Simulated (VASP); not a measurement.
# LaGe3Ir under strain, part 4 of 4

How does the pressure of LaGe3Ir answer to a change of volume? The bands are shown for each cell. All runs use r2SCAN. Left out of this account: 1 further run (self-consistent run: a reference on another mesh). The start is a computed cell from the Materials Project.

VASP 6.6.1; r2SCAN; plane waves and PAW (La, Ge_d, Ir).

Still holding for the runs below: Spin-orbit coupling is off here; with elements this heavy it splits and shifts levels by tenths of an eV or more.

So far, pressure (GPa): step 2 (bands, cell as listed) -0.242; step 3 (cell volume +4.0 %) -4.63; step 4 (cell volume +8.0 %) -8.03; step 6 (cell volume -4.0 %) 5.28.

## Step 7: Bands, volume times 0.92 (continued)

Force by atom:

```csv
atom,x (eV/Å),y (eV/Å),z (eV/Å),size
La1,0.000,0.000,0.186,0.186
Ge2,0.000,0.000,0.322,0.322
Ge3,0.000,0.000,0.322,0.322
Ge4,0.000,0.000,-0.511,0.511
Ir5,0.000,0.000,-0.320,0.320
```

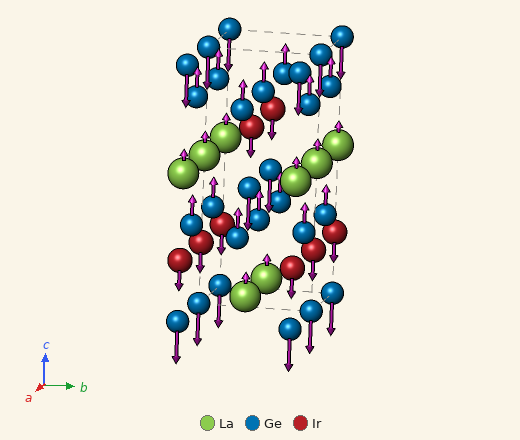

Force as arrows, the longest 0.511 eV/Å. 2×1×1 conventional cells are drawn. Some periodic images of atoms are drawn too.

 The pressure is 12.20 GPa. The parabola predicted 12.05 GPa, -0.14 GPa off.

## Step 8: The runs together

| cell | mesh | pressure (GPa) | gap (eV) |
| --- | --- | --- | --- |
| cell as listed | 10×10×10 | -0.24 | none |
| volume times 1.04 | 10×10×10 | -4.63 | none |
| volume times 1.08 | 10×10×10 | -8.03 | none |
| volume times 0.96 | 10×10×10 | 5.28 | none |
| volume times 0.92 | 10×10×10 | 12.20 | none |

## Step 9: Bands, atoms displaced by up to 0.15 Å

The mesh alone shows little of the dispersion and can miss band extrema, so KPOINTS_OPT adds a path through the symmetry points after the self-consistent cycle.

INCAR

```
SYSTEM = LaGe3Ir
PREC = Accurate
ENCUT = 410
EDIFF = 1E-06
NELM = 100
ISMEAR = -1
SIGMA = 0.05
LREAL = .FALSE.
ALGO = Normal
METAGGA = R2SCAN
LASPH = .TRUE.
NBANDS = 47
LORBIT = 11
LWAVE = .FALSE.
LCHARG = .FALSE.
KPAR = 4
```

POSCAR

```
LaGe3Ir
1.0
   -2.2236166581      2.2236166581      5.0517630417
    2.2236166581     -2.2236166581      5.0517630417
    2.2236166581      2.2236166581     -5.0517630417
La Ge Ir
1 3 1
Direct
    0.5736490000      0.5988510000      0.0093460000
    0.3616080000      0.8377590000      0.5095900000
    0.8398520000      0.3595540000      0.4916930000
    0.0198620000     -0.0103660000      0.0244060000
    0.2466550000      0.2581830000      0.0395890000
```

KPOINTS

```
Automatic mesh
0
Gamma
10 10 10
0 0 0
```

KPOINTS_OPT

```
Line mode
16
Line-mode
Reciprocal
  0.00000000   0.00000000   0.00000000 GAMMA
  0.50000000  -0.50000000   0.00000000 X

  0.50000000  -0.50000000   0.00000000 X
  0.50000000  -0.50000000   0.09687326 Y

  0.50000000  -0.50000000   0.09687326 Y
  0.29843663  -0.29843663   0.29843663 S

  0.29843663  -0.29843663   0.29843663 S
  0.00000000   0.00000000   0.00000000 GAMMA

  0.00000000   0.00000000   0.00000000 GAMMA
  0.50000000   0.50000000  -0.50000000 Z

  0.50000000   0.50000000  -0.50000000 Z
  0.70156337   0.29843663  -0.29843663 S1

  0.70156337   0.29843663  -0.29843663 S1
  0.50000000   0.00000000   0.00000000 N

  0.50000000   0.00000000   0.00000000 N
  0.75000000  -0.25000000  -0.25000000 P

  0.75000000  -0.25000000  -0.25000000 P
  0.90312674   0.09687326  -0.50000000 Y1

  0.90312674   0.09687326  -0.50000000 Y1
  0.50000000   0.50000000  -0.50000000 Z

  0.50000000  -0.50000000   0.00000000 X
  0.75000000  -0.25000000  -0.25000000 P
```

Potentials, in the order of the species: La, Ge_d and Ir (PBE family, release 64).

Launch:

```
$ mpirun -np 4 vasp_std
```

What it wrote:

```text
[... set-up lines as in an earlier step ...]
 entering main loop
       N       E                     dE             d eps       ncg     rms          rms(c)
DAV:   1     0.525100528067E+03    0.52510E+03   -0.22213E+04 57904   0.288E+03
DAV:   2     0.226002241034E+01   -0.52284E+03   -0.45502E+03 47496   0.707E+02
DAV:   3    -0.125704057661E+03   -0.12796E+03   -0.12134E+03 48839   0.209E+02
DAV:   4    -0.136500264297E+03   -0.10796E+02   -0.10567E+02 68274   0.674E+01
[...]
DAV:  13    -0.127301883702E+03   -0.24708E-04   -0.10189E-04 77037   0.137E-01    0.137E-02
DAV:  14    -0.127301943393E+03   -0.59691E-04   -0.41693E-04 72736   0.103E-01    0.203E-02
DAV:  15    -0.127301899759E+03    0.43634E-04   -0.23744E-04 66638   0.812E-02    0.855E-03
 hard stop encountered!  aborting job ...
 -----------------------------------------------------------------------------
|                                                                             |
|           W    W    AA    RRRRR   N    N  II  N    N   GGGG   !!!           |
|           W    W   A  A   R    R  NN   N  II  NN   N  G    G  !!!           |
|           W    W  A    A  R    R  N N  N  II  N N  N  G       !!!           |
|           W WW W  AAAAAA  RRRRR   N  N N  II  N  N N  G  GGG   !            |
|           WW  WW  A    A  R   R   N   NN  II  N   NN  G    G                |
|           W    W  A    A  R    R  N    N  II  N    N   GGGG   !!!           |
|                                                                             |
|     The electronic self-consistency was not achieved in the given           |
|     number of steps (NELM). The forces and other quantities evaluated       |
|     might not be reliable so examine the results carefully. If you find     |
|     spurious results, we suggest increasing NELM, if you were close to      |
|     convergence or switching to a different ALGO or adjusting the           |
|     density mixing parameters otherwise.                                    |
|                                                                             |
 -----------------------------------------------------------------------------

 soft stop encountered!  aborting job ...
```

Elapsed: 21 min, on 4 MPI ranks of Intel Xeon 6975P-C (Granite Rapids), shared host.

The run was stopped at its time limit, by a STOPCAR file.

More ranks or a longer limit would be the way on.

## Step 10: Summary of results

```
pressure, cell as listed                                    : -0.242 GPa
pressure, volume times 1.04                                 : -4.63 GPa
pressure, volume times 1.08                                 : -8.03 GPa
pressure, volume times 0.96                                 : 5.28 GPa
pressure, volume times 0.92                                 : 12.2 GPa
bulk modulus at the listed volume, shape and positions held : 124 GPa
```

**Reading.** The slope of pressure against ln V at the listed volume gives a bulk modulus of 124 GPa at fixed shape and positions, an upper bound since the atoms bear forces. The atoms were not relaxed in the changed cells. Not obtained: bands, sheared, principal strains -2.2, +0.0, +2.2 %, since the run ended as timeout. Not obtained: bands, atoms displaced by up to 0.15 Å, since the run ended as timeout. Spin-orbit coupling is left out, and with elements this heavy it would split and shift bands near the Fermi level.

[Lines on the potential files, build, host, timing and source positions are cut from VASP's logs without a mark.]

[Logs are printed without paths, hosts, clocks, repeated set-up lines and the standing remarks that a program may print on its own settings, such as how far it seeks lower states.]

[Hosts, paths, dates, database ids (printed as entryN), source tags and the programs' standing remarks are cut or masked in the printed files.]

[A measured line is paired with the nearest computed mode of its activity, which favours agreement.]
